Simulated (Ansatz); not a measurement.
**InSb under a change: Sb → As**

Take InSb in the zinc blende structure (space group F-43m, No. 216; a = 6.635 Å) as the base.

Modification: every Sb is replaced by As; the structure is relaxed again.

Computed with PBE (Ansatz, a quantum-chemistry and plane-wave program; PAW; 420 eV plane waves; scalar-relativistic without spin-orbit coupling). Settings: 9×9×9 k-points, 0.05 eV Fermi–Dirac smearing, for the changed cell.

| quantity | base | changed | shift |
|---|---|---|---|
| volume per atom | 36.51 Å³ | 29.60 Å³ | -6.91 Å³ |
| density | 5.38 g/cm³ | 5.32 g/cm³ | -0.06 g/cm³ |
| lattice parameter a | 6.635 Å | 6.187 Å | -0.448 Å |
| shortest interatomic distance | 2.873 Å | 2.679 Å | -0.194 Å |
| band gap | zero | zero | – |

Final structure:

```yaml
crystal:
  lattice:
    - [0.00000, 3.09334, 3.09334]
    - [3.09334, 0.00000, 3.09334]
    - [3.09334, 3.09334, 0.00000]
  atoms:
    - { symbol: As, position: [0.75000, 0.75000, 0.75000] }
    - { symbol: In, position: [0.00000, 0.00000, 0.00000] }
```

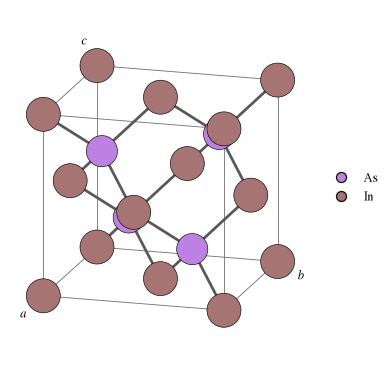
Figure: The relaxed conventional cell after the change

Cost of the whole job for the changed cell (relaxation, final SCF and bands): around 40 core-seconds (rough).

With Sb present, leaving out spin-orbit coupling can change the band edges. Whether these cells are dynamically stable was not tested. All final runs are without spin polarisation. A zero or small gap of InAs and InSb can be the functional's error rather than a property of the material.
